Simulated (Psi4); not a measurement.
**HF/cc-pVTZ run of C2HF (fluoroacetylene)**

What is the vertical ionisation energy of C2HF (fluoroacetylene) at HF/cc-pVTZ? 

Program for the calculation: Psi4 1.11.

1 further run of the same task is left out (set aside as unsound or not needed).

## (1) The structure to begin with

C2HF has 4 atoms, charge 0, and is taken as a singlet. As SMILES, `C#CF`. The coordinates come from a PBE0-D4/def2-TZVP relaxation.

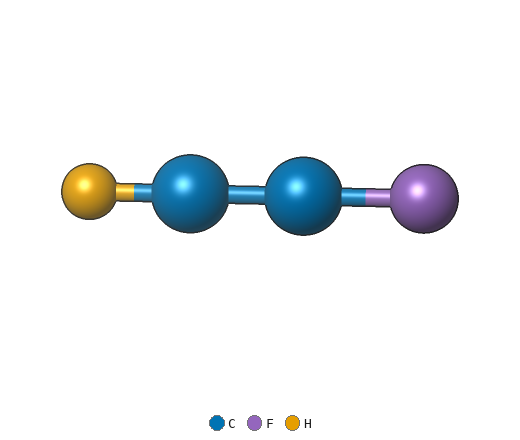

The structure, seen from a chosen angle (carbon blue, fluorine purple, hydrogen amber).

## (2) Energy and gradient at HF/cc-pVTZ

Input file input.json:

```json
{
 "schema_name": "qcschema_input",
 "schema_version": 1,
 "molecule": {
  "schema_name": "qcschema_molecule",
  "schema_version": 2,
  "symbols": ["C", "C", "F", "H"],
  "geometry": [-0.68224782, 0.8562538, -0.54843632, 0.57309724, -0.7196833, 0.46073413, 1.90975722, -2.39808135, 1.53502453, -1.80058774, 2.26151084, -1.44732234],
  "molecular_charge": 0,
  "molecular_multiplicity": 1,
  "fix_symmetry": "c1",
  "fix_com": true,
  "fix_orientation": true
 },
 "driver": "gradient",
 "model": {
  "method": "scf",
  "basis": "cc-pVTZ"
 },
 "keywords": {
  "puream": true,
  "e_convergence": 1e-09,
  "d_convergence": 1e-08,
  "scf_type": "pk",
  "scf_properties": ["MAYER_INDICES", "LOWDIN_CHARGES", "DIPOLE"]
 }
}
```

Run with:

```sh
psi4 --qcschema input.json -n 1 --memory 2200MB
```

stdout:

```text
[...]
  Running in c1 symmetry.
[...]
  Nuclear repulsion =   55.832094240306979
[...]
  Multiplicity = 1
[...]
  Nalpha       = 11
  Nbeta        = 11
[...]
    Number of basis functions: 104
[...]
   @RHF iter   1:  -175.65004911771638   -6.95558e-01   3.66565e-03 ADIIS/DIIS
[...]
   @RHF iter  11:  -175.71344470455003   -1.50635e-12   1.67737e-09 DIIS
[...]
    Orbital Energies [Eh]
    ---------------------
    Doubly Occupied:
       1A    -26.384637     2A    -11.337786     3A    -11.244929
       4A     -1.709813     5A     -1.051477     6A     -0.863209
       7A     -0.761788     8A     -0.761788     9A     -0.721194
      10A     -0.416696    11A     -0.416696
[...]
  @RHF Final Energy:  -175.71344470455003
   => Energetics <=
    Nuclear Repulsion Energy =             55.8320942403069793
    One-Electron Energy =                -351.7510533554774952
    Two-Electron Energy =                 120.2055144106205233
    Total Energy =                       -175.7134447045499996
[...]
 Multipole Moments:
 ------------------------------------------------------------------------------------
     Multipole            Electronic (a.u.)      Nuclear  (a.u.)        Total (a.u.)
 ------------------------------------------------------------------------------------
 L = 1.  Multiply by 2.5417464519 to convert [e a0] to [Debye]
 Dipole X            :        -14.9114872           14.7323238           -0.1791634
 Dipole Y            :         18.7270260          -18.5017983            0.2252277
 Dipole Z            :        -11.9856758           11.8416853           -0.1439905
 Magnitude           :                                                    0.3218079
[...]
  -Total Gradient:
     Atom            X                  Y                   Z
    ------   -----------------  -----------------  -----------------
       1       -0.022048843677     0.027640623489    -0.017730962128
       2        0.018375731963    -0.023054108702     0.014782769835
       3        0.008438174492    -0.010593140319     0.006777726729
       4       -0.004765062778     0.006006625533    -0.003829534436
[...]
```

The result, in JSON:

```text
{
 "driver": "gradient",
 "model": {
  "method": "scf",
  "basis": "cc-pVTZ"
 },
 "success": true,
 "return_result": [-0.022048843677280716, 0.02764062348859969, -0.01773096212825459, 0.018375731962857467, -0.023054108702480258, 0.014782769835390244, 0.008438174491679162, -0.010593140319345495, 0.006777726729279898, -0.004765062777869478, 0.006006625533100718, -0.003829534436460863],
 "properties": {
  "calcinfo_nbasis": 104,
  "calcinfo_nmo": 104,
  "calcinfo_nalpha": 11,
  "calcinfo_nbeta": 11,
  "calcinfo_natom": 4,
  "nuclear_repulsion_energy": 55.83209424030698,
  "return_energy": -175.71344470455003,
  "return_gradient": [-0.022048843677280716, 0.02764062348859969, -0.01773096212825459, 0.018375731962857467, -0.023054108702480258, 0.014782769835390244, 0.008438174491679162, -0.010593140319345495, 0.006777726729279898, -0.004765062777869478, 0.006006625533100718, -0.003829534436460863],
  "scf_one_electron_energy": -351.7510533554775,
  "scf_two_electron_energy": 120.20551441062052,
  "scf_dipole_moment": [-0.1791634103758426, 0.22522765460048078, -0.14399052843318572],
  "scf_total_energy": -175.71344470455003,
  "scf_total_gradient": [-0.022048843677280716, 0.02764062348859969, -0.01773096212825459, 0.018375731962857467, -0.023054108702480258, 0.014782769835390244, 0.008438174491679162, -0.010593140319345495, 0.006777726729279898, -0.004765062777869478, 0.006006625533100718, -0.003829534436460863],
  "scf_iterations": 11
 }
}
```

Wall time 28 s (1 thread of Intel Xeon at 2.50GHz (Skylake/Cascade Lake), shared host); peak memory 0.44 GiB.

## (3) The doublet cation: a single-point energy at UHF/cc-pVTZ

Input file job.py:

```python
import psi4

psi4.set_memory('2200 MB')
psi4.set_num_threads(1)
psi4.set_output_file('c2hf.out', False)

mol = psi4.geometry("""
1 2
C     -0.361030     0.453110    -0.290220
C      0.303270    -0.380840     0.243810
F      1.010600    -1.269010     0.812300
H     -0.952830     1.196740    -0.765890
units angstrom
symmetry c1
no_reorient
no_com
""")

psi4.set_options({
    'reference': 'uhf',
    'puream': True,
    'e_convergence': 1e-09,
    'd_convergence': 1e-08,
    'scf_type': 'pk',
    'maxiter': 100,
})

e_tot = psi4.energy('hf/cc-pVTZ')
print(f'hf/cc-pVTZ energy: {e_tot:.10f} Eh')
```

Run with:

```sh
python job.py
```

c2hf.out:

```text
[...]
  Running in c1 symmetry.
[...]
  Nuclear repulsion =   55.832094169203373
[...]
  Multiplicity = 2
[...]
  Nalpha       = 11
  Nbeta        = 10
[...]
    Number of basis functions: 104
[...]
   @UHF iter   1:  -175.27921950379405   -3.24728e-01   3.22482e-03 DIIS/ADIIS
[...]
   @UHF iter  18:  -175.34588885153144   -3.52429e-12   3.95749e-09 DIIS
[...]
   @S^2 Observed:                7.557583256E-01
[...]
    Orbital Energies [Eh]
    ---------------------
    Alpha Occupied:
       1A    -26.695477     2A    -11.728771     3A    -11.635952
       4A     -2.009545     5A     -1.461588     6A     -1.164113
       7A     -1.068820     8A     -1.058047     9A     -1.055685
      10A     -0.822701    11A     -0.776662
    Alpha Virtual:
      12A     -0.125450    13A     -0.096271    14A     -0.076133
      15A     -0.026728    16A      0.066540    17A      0.131493
      18A      0.151462    19A      0.185974    20A      0.252701
      21A      0.269855    22A      0.333690    23A      0.388249
      24A      0.412980    25A      0.413919    26A      0.544675
[...]
  @UHF Final Energy:  -175.34588885153144
   => Energetics <=
    Nuclear Repulsion Energy =             55.8320941692033728
    One-Electron Energy =                -344.4410811768518670
    Two-Electron Energy =                 113.2630981561170245
    Total Energy =                       -175.3458888515314413
  UHF NO Occupations:
  HONO-2 :    9  A 1.9993807
  HONO-1 :   10  A 1.9985901
[...]
 Multipole Moments:
 ------------------------------------------------------------------------------------
     Multipole            Electronic (a.u.)      Nuclear  (a.u.)        Total (a.u.)
 ------------------------------------------------------------------------------------
 L = 1.  Multiply by 2.5417464519 to convert [e a0] to [Debye]
 Dipole X            :        -14.9328507           14.7323238           -0.2005269
 Dipole Y            :         18.7535337          -18.5017983            0.2517354
 Dipole Z            :        -12.0028373           11.8416853           -0.1611520
 Magnitude           :                                                    0.3599330
[...]
```

Standard output:

```text
hf/cc-pVTZ energy: -175.3458888515 Eh
```

Wall time 14 s (1 thread of Intel Xeon at 2.50GHz (Skylake/Cascade Lake), shared host); peak memory 0.44 GiB.

## (4) Outcome

At HF/cc-pVTZ:

| quantity | value |
| --- | --- |
| singlet C2HF: total energy | -175.71344 Eh |
| singlet C2HF: dipole moment | 0.82 D |
| singlet C2HF: HOMO energy | -11.34 eV |
| singlet C2HF: LUMO energy | 4.20 eV |
| singlet C2HF: HOMO–LUMO gap | 15.53 eV |
| singlet C2HF: largest force on an atom | 2.034 eV/Å |
| doublet cation: total energy | -175.34589 Eh |
| doublet cation: HOMO energy (highest over α and β) | -20.62 eV |
| doublet cation: LUMO energy (lowest over α and β) | -8.81 eV |
| doublet cation: ⟨S²⟩ | 0.756 |
| vertical ionisation energy (to the doublet cation) | 10.002 eV |

**Reading.** The vertical ionisation energy comes to 10.00 eV (965 kJ/mol). The largest force (singlet C2HF) is 2.03 eV/Å: the shape isn't a stationary point for this species at this level. The negative HOMO energy of the first species, 11.34 eV, lies 1.34 eV above that difference.
